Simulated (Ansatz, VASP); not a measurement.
**BiP in two plane-wave programs**

One calculation is typed for both programs; each brings its own data sets. How far apart do they land? The cell is generated by rule, not measured, and may not be a known phase. The cell is taken from a series of VASP runs on this material, whose earlier steps may have relaxed, scaled or displaced it; both programs get it as it stands. Valence electrons are named where the data sets of a main pair hold unlike numbers.

Calculated with Ansatz 0.2.0; plane waves, with VASP 6.6.1 beside it; band structure at PBE, spin-orbit coupling.

The structure was built from a prototype and need not be the compound's stable phase.

### 1. Starting point

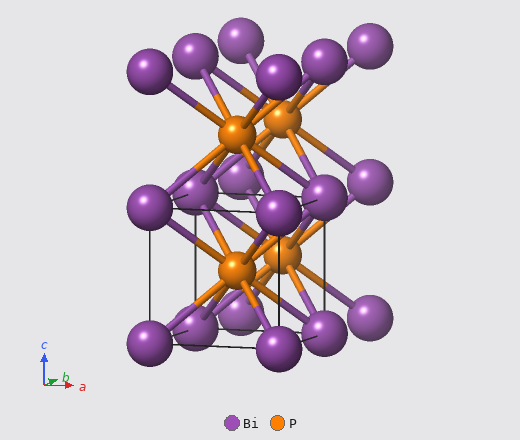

Start, viewed slightly off an axis; bismuth purple, phosphorus orange. 1×2×2 cells are drawn. Some periodic images of atoms are drawn too.

### 2. Ansatz: band structure, PBE, spin-orbit coupling

Ansatz runs on its fully relativistic PAW (standard-fr) files.

A single point gives forces, pressure and levels at one fixed geometry, so differences don't come from the geometry; what else differs is listed under the comparison.

input.yaml reads:

```yaml
crystal:
  lattice:
    - [3.55244, 0.0, 0.0]
    - [0.0, 3.55244, 0.0]
    - [0.0, 0.0, 3.55244]
  atoms:
    - { symbol: Bi, position: [0.0, 0.0, 0.0] }
    - { symbol: P, position: [0.5, 0.5, 0.5] }
hamiltonian:
  xc: pbe
  pseudopotentials: { kind: paw_fr }
magnetization:
  noncollinear: true
  spin_orbit: true
kpoints:
  mp_grid: { grid: [8, 8, 8] }
  band_path:
    path:
      - [0.0, 0.0, 0.0]
      - [0.0, 0.1, 0.0]
      - [0.0, 0.2, 0.0]
      - [0.0, 0.3, 0.0]
      - [0.0, 0.43333, 0.0]
      - [0.0, 0.5, 0.0]
      - [0.1, 0.5, 0.0]
      - [0.2, 0.5, 0.0]
      - [0.33333, 0.5, 0.0]
      - [0.43333, 0.5, 0.0]
      - [0.5, 0.5, 0.0]
      - [0.36667, 0.36667, 0.0]
      - [0.26667, 0.26667, 0.0]
      - [0.16667, 0.16667, 0.0]
      - [0.06667, 0.06667, 0.0]
      - [0.03333, 0.03333, 0.03333]
      - [0.13333, 0.13333, 0.13333]
      - [0.23333, 0.23333, 0.23333]
      - [0.33333, 0.33333, 0.33333]
      - [0.46667, 0.46667, 0.46667]
      - [0.46667, 0.5, 0.46667]
      - [0.36667, 0.5, 0.36667]
      - [0.23333, 0.5, 0.23333]
      - [0.13333, 0.5, 0.13333]
      - [0.03333, 0.5, 0.03333]
      - [0.5, 0.5, 0.03333]
      - [0.5, 0.5, 0.16667]
      - [0.5, 0.5, 0.26667]
      - [0.5, 0.5, 0.36667]
      - [0.5, 0.5, 0.5]
    npoints: 1
scf:
  occupations: { method: gaussian, width: 0.02 }
  n_extra_bands: 14
output:
  forces: true
  stress: true
  eigenvalues: true
```

Launch:

```sh
$ ansatz run input.yaml --threads 2 --pin off --max-ram 4608MiB --backend cpu --events-out ev --progress --plain --runs-dir out
```

Numbers of over 12 decimals in the logs are rounded to 6 here.

The log of the run:

```text
scf.n_extra_bands = 14 over 20 filled bands (N_el = 20.0): the run solves 34 bands
Engine: ansatz 0.2.0, aarch64-unknown-linux-gnu
Pseudopotentials: kind: paw_fr
Pseudopotential: Bi, paw_fr, valence charge 15, recommended cutoff 420 eV (normal), Bi.paw.azcp#standard-fr
Pseudopotential: P, paw_fr, valence charge 5, recommended cutoff 420 eV (normal), P.paw.azcp#standard-fr
Functional definition: PBE
  parameter kappa = 0.804
  parameter beta = 0.066725
  exchange = pbe_x(kappa = kappa, mu = beta*pi^2/3)
  correlation = pbe_c(beta = beta)
non-collinear run that drives no moment, with spin-orbit: no starting moment large enough to seed its density (crystal.atoms[].spin), no starting occupations that ask for one, no magnetisation constraint and no magnetic field, so the semilocal B_xc is pinned to zero
Crystal: 2 atoms, lattice volume = 44.831 Å³
Basis set: ecut = 420 eV, 895 PW (Γ), exchange–correlation on 48×48×48 points (8 copies of the dense FFT grid, shifted against one another)
Bands: 34, of which v1, the nominal top of the filled ones, is band 20 counted from 1 (19 counted from 0)
Symmetry: 48 space group operations + 48 with time reversal
Magnetic group: BNS 221.93 (UNI 1595), of the structure as read, at distance tolerance 3.6e-5 Å
k-points: 35 of 512
Projection manifold: j_resolved (fully-relativistic pseudo-atomic orbitals)
Non-local potential: Bi, projectors of the file, l = 0: 2, l = 1: 4, l = 2: 4, l = 3: 4
Non-local potential: P, projectors of the file, l = 0: 2, l = 1: 4, l = 2: 4
PAW form: soft (Blöchl's): semilocal exchange-correlation on the pseudo side does not see the compensation charge
PAW one-centre angular grid: Bi, 590 points (default); XC on 96 Gauss nodes
PAW one-centre angular grid: P, 110 points (default); XC on 64 Gauss nodes
Initial density: superposition of atomic densities (chi_scale 0.1, normalization cell, long waves kept (reshape's long-wave potential 0.00 eV rms))
Initial wavefunctions: pseudopotential atomic-orbital guess
Functional: x = pbe(κ = 0.804, μ = 0.219515), c = pbe(β = 0.066725)
SCF iter   1: F=—  HF=-13193.211715 eV  |F-HF|=—  |Δ(HF+E_count)|=         —  Δρ=2.16e-2  dr2=4.84e-1  dr2_m=0.00e0 (ungated)  ethr=3.10e-3  |M|=0.00e0 ∫|m|=0.00e0 μB  |m|>n=0.0e0 m-floor=0.0e0 τ_xc=0.0e0  β_m=0.30  ⟨swp⟩=8.5  Hψ=3548  notcnv=0  defer=60
preconditioner: auto → none  [metal: Δε(μ)=0.020 eV  Ē_g=20.441 eV  σ=0.020 eV  W_gap=0.48  n_scr=6 (ndim 8)  ℏωp=24.8 eV  f_vac=0.000  D(μ)=4.42/eV (n_scr^D=56)  sad-step TF]
SCF iter   2: F=—  HF=-13193.148379 eV  |F-HF|=—  |Δ(HF+E_count)|=   6.33e-2  Δρ=1.42e-2  dr2=1.96e-1  dr2_m=0.00e0 (ungated)  ethr=2.42e-3  |M|=0.00e0 ∫|m|=0.00e0 μB  |m|>n=0.0e0 m-floor=0.0e0 τ_xc=0.0e0  β_m=0.55  ⟨swp⟩=1.3  Hψ=748  notcnv=0  defer=136
SCF iter   3: F=—  HF=-13193.105479 eV  |F-HF|=—  |Δ(HF+E_count)|=   4.29e-2  Δρ=3.22e-3  dr2=7.39e-3  dr2_m=0.00e0 (ungated)  ethr=9.82e-4  |M|=0.00e0 ∫|m|=0.00e0 μB  |m|>n=0.0e0 m-floor=0.0e0 τ_xc=0.0e0  β_m=0.65  ⟨swp⟩=2.8  Hψ=690  notcnv=0  defer=232
SCF iter   4: F=—  HF=-13193.104217 eV  |F-HF|=—  |Δ(HF+E_count)|=   1.26e-3  Δρ=5.59e-4  dr2=7.60e-5  dr2_m=0.00e0 (ungated)  ethr=3.70e-5  |M|=0.00e0 ∫|m|=0.00e0 μB  |m|>n=0.0e0 m-floor=0.0e0 τ_xc=0.0e0  β_m=0.63  ⟨swp⟩=3.2  Hψ=830  notcnv=0  defer=242
SCF iter   5: F=—  HF=-13193.104188 eV  |F-HF|=—  |Δ(HF+E_count)|=   2.89e-5  Δρ=1.88e-4  dr2=1.76e-5  dr2_m=0.00e0 (ungated)  ethr=3.80e-7  |M|=0.00e0 ∫|m|=0.00e0 μB  |m|>n=0.0e0 m-floor=0.0e0 τ_xc=0.0e0  β_m=0.71  ⟨swp⟩=2.0  Hψ=840  notcnv=0  defer=242
SCF iter   6: F=-13193.104183 eV  HF=-13193.104183 eV  |F-HF|=8.75e-9  |Δ(HF+E_count)|=   4.55e-6  Δρ=1.30e-5  dr2=6.80e-8  dr2_m=0.00e0 (ungated)  ethr=5.00e-10  |M|=0.00e0 ∫|m|=0.00e0 μB  |m|>n=0.0e0 m-floor=0.0e0 τ_xc=0.0e0  ⟨swp⟩=12.5  Hψ=3931  notcnv=0
SCF 1 converged in 6 iterations: F = -13193.104183 eV  dr2 = 6.80e-8
  greatest PAW one-centre occupation: 0.987 electrons in one spin orbital (limit 2), on the Bi atom at site 0 (counted from 0), in its partial waves of l = 2
NSCF: frozen V_eff on 30 k-points
SCF converged after 6 iterations
Magnetization: |M| = 0.0000 μB,  M = (+0.0000, +0.0000, +0.0000) μB
Absolute magnetization: 0.0000 μB (∫|m|)
  site 0: m = (+0.0000, +0.0000, +0.0000) μB, |m| = 0.0000 μB  (R = 1.27 Å)
  site 1: m = (+0.0000, +0.0000, +0.0000) μB, |m| = 0.0000 μB  (R = 1.27 Å)
Free energy (F): -13193.104183 eV
Harris-Foulkes:  -13193.104183 eV  (|F-HF|=8.75e-9)
Internal energy: -13193.103740 eV  (E = F + TS)
E sigma→0 (E₀):  -13193.103961 eV
Entropy (-TS):   -0.000444 eV (-0.222 meV/atom)
Fermi energy:    11.334496 eV
--- Per-component energies (eV) ---
  E_band       = -53.786638
  E_kinetic    = 372.001177
  E_local      = -1461.413256  (includes V_loc(G=0)·N_el)
  E_nonlocal   = 596.109230
  E_hartree    = 469.755341
  E_xc         = -213.165587
  E_vxc        = -205.287865  (∫ρ·V_xc dr)
  E_paw        = -11274.988410  (= ΣΔE_a)
  E_vpaw       = -294.712193  (= ΣTr[D̂ρ^β])
  E_aug_tail   = -0.000366  (compensation charges beyond the density's cutoff)
  E_ewald      = -1681.401868
  E_smearing   = -0.000444  (= −TS)
  E_closure    = 0.000000  (closes the sum)
  Σ components = -13193.104183   (vs F -13193.104183, Δ=0.00e0)
--- Forces (eV/Å), atoms counted from 1 ---
  atom   1  Bi    -0.00000000     0.00000000    -0.00000000
  atom   2  P      0.00000000    -0.00000000     0.00000000
  max |Σ_I F_I| component: 4.08e-30 eV/Å
--- Stress (GPa, compression-positive) ---
        2.864301       0.000000       0.000000
        0.000000       2.864301       0.000000
        0.000000       0.000000       2.864301
  P = ⅓ Tr σ = 2.8643 GPa (28.643 kbar)
--- Band table (eV; the first three rows and the last of 35) ---
  k-point 0: bands = [... 16 lower, 9.8117, 9.8117, 9.8117, 9.8117, 15.3339, 15.3339, 15.3339, 15.3339, ... 10 higher]
  k-point 1: bands = [... 16 lower, 9.8055, 9.8055, 9.9906, 9.9906, 15.3618, 15.3618, 15.4649, 15.4649, ... 10 higher]
  k-point 2: bands = [... 16 lower, 10.1545, 10.1545, 10.5046, 10.5046, 14.0502, 14.0502, 15.5793, 15.5793, ... 10 higher]
  k-point 34: bands = [... 16 lower, 8.8002, 8.8002, 8.8002, 8.8002, 8.8275, 8.8275, 9.4794, 9.4794, ... 10 higher]
```

Elapsed: 14 s, on 2 threads of Arm Neoverse N1, shared host; peak memory 0.44 GiB; 26 s of CPU time.

### 3. VASP: band structure, PBE, spin-orbit coupling

The same cell, functional, mesh and smearing now go to VASP, with its own data sets.

Lines of VASP's logs that name or quote its potential files are left out, and so is its time.

INCAR reads:

```
SYSTEM = BiP
PREC = Accurate
ENCUT = 400
EDIFF = 1E-06
NELM = 100
ISMEAR = 0
SIGMA = 0.02
LREAL = .FALSE.
ALGO = Normal
GGA = PE
LNONCOLLINEAR = .TRUE.
MAGMOM = 0 0 0 0 0 0
NBANDS = 32
GGA_COMPAT = .FALSE.
LASPH = .TRUE.
LSORBIT = .TRUE.
LORBIT = 11
LWAVE = .FALSE.
LCHARG = .FALSE.
KPAR = 4
ISIF = 2
```

POSCAR reads:

```
BiP
1.0
    3.5524400000      0.0000000000      0.0000000000
    0.0000000000      3.5524400000      0.0000000000
    0.0000000000      0.0000000000      3.5524400000
Bi P
1 1
Direct
    0.0000000000      0.0000000000      0.0000000000
    0.5000000000      0.5000000000      0.5000000000
```

KPOINTS reads:

```
Automatic mesh
0
Gamma
8 8 8
0 0 0
```

KPOINTS_OPT reads:

```
Line mode
16
Line-mode
Reciprocal
  0.00000000   0.00000000   0.00000000 GAMMA
  0.00000000   0.50000000   0.00000000 X

  0.00000000   0.50000000   0.00000000 X
  0.50000000   0.50000000   0.00000000 M

  0.50000000   0.50000000   0.00000000 M
  0.00000000   0.00000000   0.00000000 GAMMA

  0.00000000   0.00000000   0.00000000 GAMMA
  0.50000000   0.50000000   0.50000000 R

  0.50000000   0.50000000   0.50000000 R
  0.00000000   0.50000000   0.00000000 X

  0.50000000   0.50000000   0.00000000 M
  0.50000000   0.50000000   0.50000000 R
```

Potentials, in the order of the species: Bi_d and P (PBE family, release 64).

Launch:

```sh
$ mpirun -np 4 vasp_ncl
```

The log of the run:

```text
[banner, memory and clock lines left out]
running    4 mpi-ranks, on    1 nodes
 distrk:  each k-point on    1 cores,    4 groups
 distr:  one band on    1 cores,    1 groups

 POSCAR found type information on POSCAR BiP
 POSCAR found :  2 types and       2 ions
 LDA part: xc-table for (Slater+PW92), standard interpolation
 POSCAR, INCAR and KPOINTS ok, starting setup
 FFT: planning ... GRIDC
 FFT: planning ... GRID_SOFT
 FFT: planning ... GRID
 WAVECAR not read
 entering main loop
       N       E                     dE             d eps       ncg     rms          rms(c)
DAV:   1     0.184508666240E+03    0.18451E+03   -0.82885E+03  2256   0.120E+03
DAV:   2     0.881740287697E+01   -0.17569E+03   -0.16951E+03  2320   0.371E+02
DAV:   3    -0.862533069026E+01   -0.17443E+02   -0.17083E+02  2768   0.126E+02
DAV:   4    -0.925799115778E+01   -0.63266E+00   -0.63135E+00  2760   0.247E+01
DAV:   5    -0.928733666628E+01   -0.29346E-01   -0.29343E-01  3368   0.503E+00    0.285E+00
DAV:   6    -0.910006952156E+01    0.18727E+00   -0.52937E-01  3160   0.492E+00    0.157E+00
DAV:   7    -0.910379280783E+01   -0.37233E-02   -0.65447E-02  2664   0.142E+00    0.967E-01
DAV:   8    -0.910278025127E+01    0.10126E-02   -0.70264E-03  2872   0.900E-01    0.232E-01
DAV:   9    -0.910241756649E+01    0.36268E-03   -0.94706E-04  3000   0.263E-01    0.113E-01
DAV:  10    -0.910239852455E+01    0.19042E-04   -0.32988E-04  2896   0.129E-01    0.367E-02
DAV:  11    -0.910240960100E+01   -0.11076E-04   -0.41946E-05  3120   0.434E-02    0.275E-02
DAV:  12    -0.910240738560E+01    0.22154E-05   -0.94437E-06  3184   0.380E-02    0.295E-03
DAV:  13    -0.910240707024E+01    0.31535E-06   -0.78690E-07  1824   0.873E-03
   1 F= -.91024071E+01 E0= -.91021116E+01  d E =-.591012E-03  mag=    -0.0000     0.0000    -0.0000
 Start KPOINTS_OPT (optional k-point list driver)
k-point batch [1-35\96]
       N       E                     dE             ncg
DAV:   1     0.285590990355E+04   -0.98037E+04     2256
DAV:   2    -0.330340705397E+04   -0.61593E+04     2304
DAV:   3    -0.395196600137E+04   -0.64856E+03     2768
DAV:   4    -0.397690475136E+04   -0.24939E+02     2736
DAV:   5    -0.397804743708E+04   -0.11427E+01     3440
DAV:   6    -0.397805796090E+04   -0.10524E-01     2832
DAV:   7    -0.397805836863E+04   -0.40773E-03     3416
DAV:   8    -0.397805837335E+04   -0.47185E-05     2728
DAV:   9    -0.397805837350E+04   -0.14398E-06     1824
[...]
k-point batch [71-96\96]
       N       E                     dE             ncg
DAV:   1     0.857308914281E+04   -0.14460E+05     1664
DAV:   2     0.411714138457E+04   -0.44559E+04     1688
DAV:   3     0.368723598518E+04   -0.42991E+03     2056
DAV:   4     0.367157964917E+04   -0.15656E+02     2104
DAV:   5     0.367094314764E+04   -0.63650E+00     2488
DAV:   6     0.367093531495E+04   -0.78327E-02     2160
DAV:   7     0.367093505013E+04   -0.26482E-03     2496
DAV:   8     0.367093504680E+04   -0.33293E-05     1952
DAV:   9     0.367093504668E+04   -0.11765E-06     1360
```

OUTCAR, selected parts (step 3):

```text
ion  position               nearest neighbor table
   1  0.000  0.000  0.000-   2 3.08   2 3.08   2 3.08   2 3.08   2 3.08   2 3.08   2 3.08   2 3.08

  LATTYP: Found a simple cubic cell.
 ALAT       =     3.5524400000

 Subroutine GETGRP returns: Found 48 space group operations
 (whereof 48 operations were pure point group operations)

The static configuration has the point symmetry O_h .

 Found     35 irreducible k-points:

   k-points           NKPTS =     35   k-points in BZ     NKDIM =     35   number of bands    NBANDS=     32

   dimension x,y,z NGX =    24 NGY =   24 NGZ =   24
   dimension x,y,z NGXF=    48 NGYF=   48 NGZF=   48

   ENCUT  =  400.0 eV  29.40 Ry    5.42 a.u.   5.79  5.79  5.79*2*pi/ulx,y,z

   NELECT =      20.0000    total number of electrons

 k-points in reciprocal lattice and weights: Automatic mesh
   0.00000000  0.00000000  0.00000000       0.002
   0.12500000  0.00000000  0.00000000       0.012
   0.25000000  0.00000000  0.00000000       0.012
   0.37500000  0.00000000  0.00000000       0.012
   0.50000000  0.00000000  0.00000000       0.006
   0.12500000  0.12500000  0.00000000       0.023
   0.25000000  0.12500000  0.00000000       0.047
   0.37500000  0.12500000  0.00000000       0.047
   0.50000000  0.12500000  0.00000000       0.023
[...]
0.50000000  0.50000000  0.37500000       0.012
   0.50000000  0.50000000  0.50000000       0.002

 average (electrostatic) potential at core
       1-102.5380       2 -80.3171

 E-fermi :   8.2547

 k-point     1 :       0.0000    0.0000    0.0000
  band No.  band energies     occupation
    ...
     16       5.8366      1.00000
     17       6.7171      1.00000
     18       6.7171      1.00000
     19       6.7171      1.00000
     20       6.7171      1.00000
     21      12.2367      0.00000
     22      12.2367      0.00000
     23      12.2367      0.00000
     24      12.2367      0.00000
     25      13.0555      0.00000
    ...

 k-point     2 :       0.1250    0.0000    0.0000
  band No.  band energies     occupation
    ...
     16       5.9344      1.00000
     17       6.7110      1.00000
     18       6.7110      1.00000
     19       6.8968      1.00000
     20       6.8968      1.00000
     21      12.3687      0.00000
     22      12.3687      0.00000
     23      12.4054      0.00000
     24      12.4054      0.00000
     25      13.1318      0.00000
    ...

 k-point     3 :       0.2500    0.0000    0.0000
  band No.  band energies     occupation
    ...
     16       6.2684      1.00000
     17       7.0724      1.00000
     18       7.0724      1.00000
     19       7.4134      1.00000
     20       7.4134      1.00000
     21      11.0597      0.00000
     22      11.0597      0.00000
     23      12.4999      0.00000
     24      12.4999      0.00000
     25      12.7515      0.00000
    ...

  Total        0.7798081      0.7798081      0.7798081      0.0000000      0.0000000      0.0000000
  in kB       27.8687871     27.8687871     27.8687871      0.0000000      0.0000000      0.0000000
  external PRESSURE =      27.8687871 kB  Pullay stress =       0.0000000 kB

  energy-cutoff  :      400.00
  volume of cell :       44.83
      direct lattice vectors                 reciprocal lattice vectors
     3.552440000  0.000000000  0.000000000     0.281496661  0.000000000  0.000000000
     0.000000000  3.552440000  0.000000000     0.000000000  0.281496661  0.000000000
     0.000000000  0.000000000  3.552440000     0.000000000  0.000000000  0.281496661

 POSITION                                       TOTAL-FORCE (eV/Angst)
 -----------------------------------------------------------------------------------
      0.00000      0.00000      0.00000         0.000000      0.000000      0.000000
      1.77622      1.77622      1.77622         0.000000      0.000000      0.000000
 -----------------------------------------------------------------------------------
    total drift:                                0.000000      0.000000      0.000000

  FREE ENERGIE OF THE ION-ELECTRON SYSTEM (eV)
  ---------------------------------------------------
  free  energy   TOTEN  =        -9.1024070702 eV

  energy  without entropy=       -9.1018160586  energy(sigma->0) =       -9.10211156

 Spin-Orbit-Coupling matrix elements
 Ion:    1  E_soc:     -1.4640864
 Ion:    2  E_soc:     -0.0019937

 total charge
# of ion       s       p       d       tot
------------------------------------------
    1        1.582   1.154   9.958  12.695
    2        1.130   1.268   0.000   2.398
--------------------------------------------------
tot          2.712   2.423   9.958  15.093

 magnetization (x)
# of ion       s       p       d       tot
------------------------------------------
    1        0.000   0.000  -0.000   0.000
    2        0.000   0.000   0.000   0.000
--------------------------------------------------
tot          0.000   0.000  -0.000   0.000

 magnetization (y)
# of ion       s       p       d       tot
------------------------------------------
    1        0.000   0.000   0.000   0.000
    2       -0.000   0.000   0.000  -0.000
--------------------------------------------------
tot         -0.000   0.000   0.000   0.000

 magnetization (z)
# of ion       s       p       d       tot
------------------------------------------
    1        0.000   0.000  -0.000  -0.000
    2       -0.000   0.000   0.000  -0.000
--------------------------------------------------
tot         -0.000   0.000  -0.000  -0.000

[... 3 further parts left out ...]
```

The run ends at a pressure of 2.79 GPa.

### 4. Differences

Known differences besides the potentials themselves: spin-orbit coupling enters by fully relativistic files in Ansatz and inside the spheres in VASP; the cutoff is 420 eV in Ansatz and 400 eV in VASP. Total energies have different zeros and are not compared.

The two programs side by side:

```
      quantity  Ansatz  VASP  difference
pressure (GPa)    2.86  2.79       +0.08
```

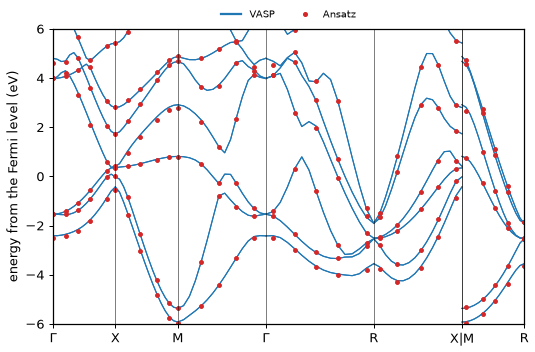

Bands from VASP (lines) and levels from Ansatz (dots). Dots without a line are higher empty bands that the VASP plot leaves out.

Levels from 3 eV below to 2 eV above the Fermi level differ by 36 meV r.m.s. and 114 meV at most; each VASP level is matched to the nearest of Ansatz, which flatters the figure a little. Ansatz's pressure holds a Pulay correction of 0.04 GPa; VASP's holds none.

### 5. Summary of results

| Property | Result |
| --- | --- |
| r.m.s. difference of levels near the Fermi level (band structure, PBE, spin-orbit coupling) | 36 meV |

**Reading.** The r.m.s. difference of levels near the Fermi level is 36 meV (band structure, PBE, spin-orbit coupling), within the 80 meV picked in this series as the mark of a large difference. 1 further run of this series is not shown here. How closely two codes agree says nothing of how well the functional describes the real material.

[Lines on the potential files, build, host, timing and source positions are cut from VASP's logs without a mark.]

[Logs are printed without paths, hosts, clocks, repeated set-up lines and the standing remarks that a program may print on its own settings, such as how far it seeks lower states.]

[Hosts, paths, dates, database ids (printed as entryN), source tags and the programs' standing remarks are cut or masked in the printed files.]
